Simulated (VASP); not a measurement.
Band structure of Sn (space group P6/mmm). Level of theory: PBE GGA, VASP's PBE PAW potentials (set 64) (plane waves; VASP).

Unless said otherwise, spin-orbit coupling is left out, though it shifts the bands of the heavy elements here.

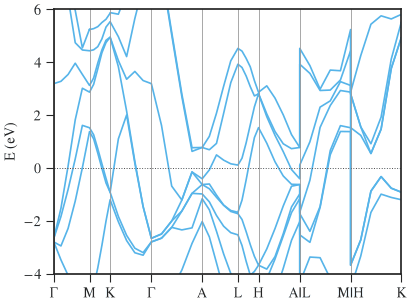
*Bands along high-symmetry lines, zero at the valence-band maximum or, without a gap, the Fermi level*

### Question
Read the plot: is there a gap, and where are the band edges?

### Answer
It has no gap at this level: it comes out as a metal or semimetal.

The structure was generated: Sn was put into an ordered model structure, which need not be its known phase. The cell was not relaxed at this level.
